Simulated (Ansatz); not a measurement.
Geometry relaxation, with input and output: AlHCl2O

The run: geometry relaxation of AlHCl2O. Method and program: RKS PBE0-D4/def2-TZVP (Ansatz 0.2.0).

Figures and captions count atoms from 1; the log counts them from 0 in places.

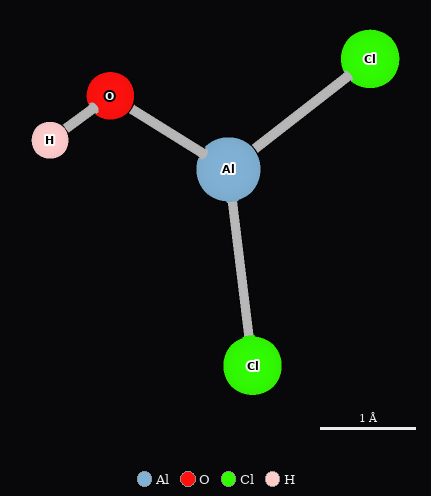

Fig. 1: The input geometry (ball-and-stick view, seen at a tilt). Sticks mark near contacts. Bond lengths as drawn: Al–Cl 2.08 to 2.09 Å, Al–O 1.68 Å and H–O 0.96 Å.

Input
```yaml
crystal:
  periodic: [false, false, false]
  atoms:
    - {symbol: Al, position_ang: [-0.383746, -0.140854, -0.500115]}
    - {symbol: O, position_ang: [0.754456, 1.042935, -0.866030]}
    - {symbol: Cl, position_ang: [0.076842, -2.171208, -0.646936]}
    - {symbol: Cl, position_ang: [-2.361059, 0.436455, -0.232331]}
    - {symbol: H, position_ang: [1.645762, 0.838594, -1.144938]}
basis:
  gaussian: {orbitals: def2-TZVP}
hamiltonian: {xc: pbe0, dispersion: d4}
relax: {f_tol: 0.005, max_steps: 200}
```

Run as:
```bash
ansatz run in.yaml --threads 3 --pin off --events-out ev --progress --plain --max-ram 6092MiB
```

What the program printed
```
Functional definition: PBE0
  name "PBE0"
  cite "Adamo & Barone, J. Chem. Phys. 110, 6158 (1999) doi:10.1063/1.478522"
  cite "Perdew, Burke & Ernzerhof, Phys. Rev. Lett. 77, 3865 (1996) doi:10.1103/PhysRevLett.77.3865"
  parent pbe
  parameter a = 0.25
  parameter kappa = 0.804
  parameter beta = 0.06672455060314922
  exchange = (1 - a)*pbe_x(kappa = kappa, mu = beta*pi^2/3) + a*exact_x
  correlation = pbe_c(beta = beta)
1010 factors; their error is unknown
mean field evaluation 1: about -33693.7606 eV, gradient 5.8e1 eV
mean field evaluation 2: about -33678.0951 eV, gradient 1.1e2 eV
mean field evaluation 4: about -33699.3209 eV, gradient 4.2e0 eV
mean field evaluation 8: about -33699.4434 eV, gradient 1.9e-1 eV
mean field evaluation 16: about -33699.4434 eV, gradient 2.8e-5 eV
mean field -33699.44342151 eV, -1238.4317034373 hartree, gradient 2.8e-5 eV, S^2 0.000000; 0 other end points of the search recorded, 0 dependent functions left out
the calculation of the forces begins
reference -33699.44344969 eV, -1238.4317044730 hartree; 28, 28 occupied and 120, 120 virtual orbitals, 1010 factors
relax step   1: F+E_penalty+E_count = -33699.55118008 eV  Δ(F+E_penalty+E_count) = +0.000e0 eV  max|allowed force component| = 4.280e-1 eV/Å  Δτ_max = 0.0000 Å  (27 SCF iters, accepted)
these checks for a lower state are left out or cut short: starts, cluster_reference, orbital_swaps, neighbouring_geometries, increment
1010 factors; their error is unknown
mean field -33699.46168959 eV, -1238.4323747768 hartree, gradient 1.3e-5 eV, S^2 0.000000; 0 other end points of the search recorded, 0 dependent functions left out
the calculation of the forces begins
reference -33699.46171794 eV, -1238.4323758188 hartree; 28, 28 occupied and 120, 120 virtual orbitals, 1010 factors
relax step   2: F+E_penalty+E_count = -33699.56929359 eV  Δ(F+E_penalty+E_count) = -1.811e-2 eV  max|allowed force component| = 1.733e-1 eV/Å  Δτ_max = 0.1031 Å  (29 SCF iters, accepted)
these checks for a lower state are left out or cut short: starts, cluster_reference, orbital_swaps, neighbouring_geometries, increment
1010 factors; their error is unknown
mean field -33699.46616657 eV, -1238.4325393030 hartree, gradient 8.4e-6 eV, S^2 0.000000; 0 other end points of the search recorded, 0 dependent functions left out
the calculation of the forces begins
reference -33699.46619494 eV, -1238.4325403453 hartree; 28, 28 occupied and 120, 120 virtual orbitals, 1010 factors
relax step   3: F+E_penalty+E_count = -33699.57385252 eV  Δ(F+E_penalty+E_count) = -4.559e-3 eV  max|allowed force component| = 1.407e-1 eV/Å  Δτ_max = 0.0244 Å  (29 SCF iters, accepted)
these checks for a lower state are left out or cut short: starts, cluster_reference, orbital_swaps, neighbouring_geometries, increment
1010 factors; their error is unknown
mean field evaluation 32: about -33699.3754 eV, gradient 2.7e-2 eV
mean field -33699.46894466 eV, -1238.4326413958 hartree, gradient 8.2e-6 eV, S^2 0.000000; 0 other end points of the search recorded, 0 dependent functions left out
the calculation of the forces begins
reference -33699.46897304 eV, -1238.4326424387 hartree; 28, 28 occupied and 120, 120 virtual orbitals, 1010 factors
relax step   4: F+E_penalty+E_count = -33699.57682099 eV  Δ(F+E_penalty+E_count) = -2.968e-3 eV  max|allowed force component| = 1.952e-2 eV/Å  Δτ_max = 0.0401 Å  (30 SCF iters, accepted)
these checks for a lower state are left out or cut short: starts, cluster_reference, orbital_swaps, neighbouring_geometries, increment
1010 factors; their error is unknown
mean field -33699.46897062 eV, -1238.4326423498 hartree, gradient 8.2e-6 eV, S^2 0.000000; 0 other end points of the search recorded, 0 dependent functions left out
the calculation of the forces begins
reference -33699.46899900 eV, -1238.4326433926 hartree; 28, 28 occupied and 120, 120 virtual orbitals, 1010 factors
relax step   5: F+E_penalty+E_count = -33699.57685362 eV  Δ(F+E_penalty+E_count) = -3.263e-5 eV  max|allowed force component| = 1.699e-3 eV/Å  Δτ_max = 0.0038 Å  (32 SCF iters, accepted)
```

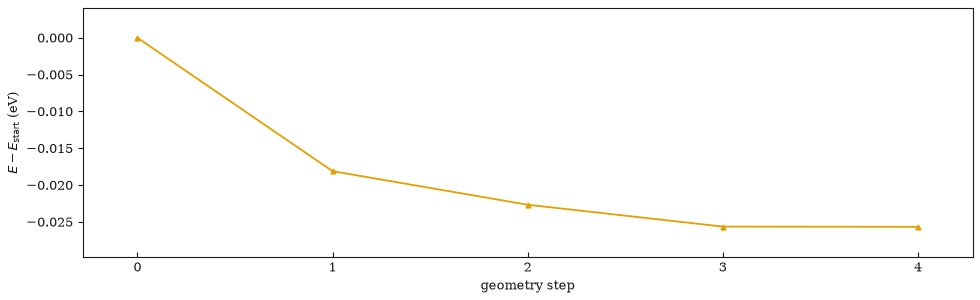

Fig. 2: Progress of the relaxation, step by step (the first geometry is step 0 here and step 1 in the log).

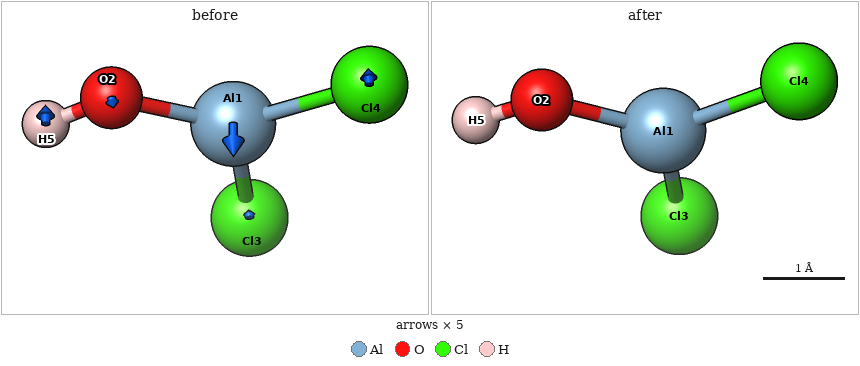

Fig. 3: Before (left) and after (right) the relaxation, at one scale (ball-and-stick view, seen at a tilt). The blue arrows give the displacements, magnified 5 times. Over 4 geometry steps the energy falls by 0.026 eV. Largest force component: 0.43 eV/Å at the start, 0.0017 eV/Å at the end. The largest move after the best rigid fit is that of Al1, 0.097 Å. Largest moves by element: Al 0.097 Å, H 0.056 Å, Cl 0.048 Å, O 0.031 Å. Among the contacts that change: Al1–Cl3 2.087 → 2.080 Å, Al1–Cl4 2.077 → 2.070 Å, Al1–O2 1.682 → 1.677 Å. (Atoms are counted from 1 in the order of the input.)

```
1010 factors; their error is unknown
mean field -33699.46897062 eV, -1238.4326423498 hartree, gradient 4.3e-5 eV, S^2 0.000000; 1 other end points of the search recorded, 0 dependent functions left out
the calculation of the forces begins
reference -33699.46899900 eV, -1238.4326433926 hartree; 28, 28 occupied and 120, 120 virtual orbitals, 1010 factors
Total energy: -33699.57688200 eV, -1238.4366080199 hartree
Atom 0 at    -0.405115    -0.146475    -0.594509 Å, force     0.001234    -0.001699    -0.000366 eV/Å
Atom 1 at     0.743617     1.038109    -0.893930 Å, force    -0.000990     0.001669    -0.000173 eV/Å
Atom 2 at     0.083103    -2.167894    -0.624877 Å, force     0.000216    -0.000533    -0.000017 eV/Å
Atom 3 at    -2.348103     0.440618    -0.187615 Å, force    -0.000481     0.001170     0.000214 eV/Å
Atom 4 at     1.658753     0.841563    -1.089419 Å, force     0.000021    -0.000608     0.000343 eV/Å
Dipole moment:     0.338062    -0.013016    -0.074414 e Å
```

Trajectory as extended XYZ (Å, eV, eV/Å), 5 frames, from step=1 to step=5
```
5
Properties=species:S:1:pos:R:3:forces:R:3 step=1 energy=-33699.55118
Al   -0.3837   -0.1409   -0.5001   -0.0647  -0.0006  -0.4280
O     0.7545    1.0429   -0.8660   -0.1084  -0.0873   0.1426
Cl    0.0768   -2.1712   -0.6469    0.0058   0.1185   0.1271
Cl   -2.3611    0.4365   -0.2323    0.1409  -0.0185   0.1205
H     1.6458    0.8386   -1.1449    0.0265  -0.0121   0.0379
5
Properties=species:S:1:pos:R:3:forces:R:3 step=2 energy=-33699.56929
Al   -0.4077   -0.1487   -0.6000    0.1326   0.1083   0.0945
O     0.7633    1.0423   -0.8295   -0.1733  -0.1693  -0.0865
Cl    0.0871   -2.1740   -0.6172   -0.0379   0.0924  -0.0401
Cl   -2.3560    0.4437   -0.2016    0.0854  -0.0328  -0.0333
H     1.6455    0.8427   -1.1421   -0.0067   0.0014   0.0654
5
Properties=species:S:1:pos:R:3:forces:R:3 step=3 energy=-33699.57385
Al   -0.4029   -0.1467   -0.5793    0.0837   0.0851  -0.0362
O     0.7561    1.0439   -0.8527   -0.0955  -0.1407  -0.0260
Cl    0.0848   -2.1716   -0.6251   -0.0168   0.0654   0.0014
Cl   -2.3553    0.4413   -0.2040    0.0620  -0.0188   0.0067
H     1.6495    0.8391   -1.1292   -0.0333   0.0090   0.0541
5
Properties=species:S:1:pos:R:3:forces:R:3 step=4 energy=-33699.57682
Al   -0.4040   -0.1479   -0.5934   -0.0078  -0.0031   0.0003
O     0.7432    1.0386   -0.8903    0.0195  -0.0034  -0.0083
Cl    0.0824   -2.1699   -0.6247    0.0010   0.0054  -0.0004
Cl   -2.3467    0.4419   -0.1894   -0.0037  -0.0023   0.0026
H     1.6573    0.8432   -1.0925   -0.0090   0.0033   0.0058
5
Properties=species:S:1:pos:R:3:forces:R:3 step=5 energy=-33699.57685
Al   -0.4051   -0.1465   -0.5945    0.0012  -0.0017  -0.0004
O     0.7436    1.0381   -0.8939   -0.0010   0.0017  -0.0002
Cl    0.0831   -2.1679   -0.6249    0.0002  -0.0005   0.0000
Cl   -2.3481    0.4406   -0.1876   -0.0005   0.0012   0.0002
H     1.6588    0.8416   -1.0894    0.0000  -0.0006   0.0003
```

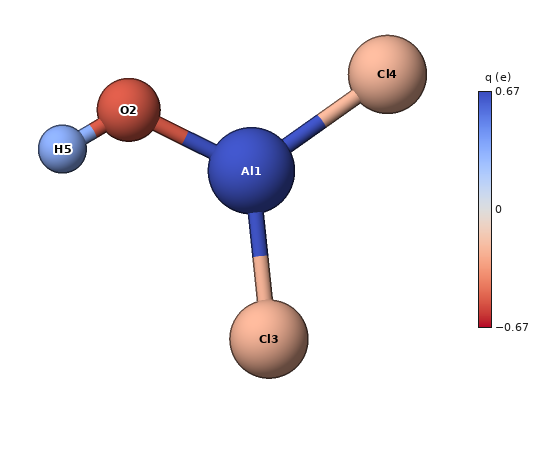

Fig. 4: Mulliken charges, as the colour of each atom (ball-and-stick view, seen on its broad side; atoms are numbered from 1 in the order of the input). By element: Al +0.64, O −0.51, Cl −0.23 to −0.22 and H +0.33 e.

Results in brief

| quantity | value |
| --- | --- |
| outcome | converged |
| total energy | −33699.5769 eV |
| mean-field energy | −33699.4690 eV |
| dispersion energy | −0.1079 eV |
| SCF solution under orbital rotations | stable |
| largest force (length of the vector) at the end | 0.002 eV/Å |
| dipole moment | 1.66 D |
| hardware | 3 CPU threads, shared host |
| wall time | 13 s (CPU time 34 s) |
| peak memory | 0.48 GiB |
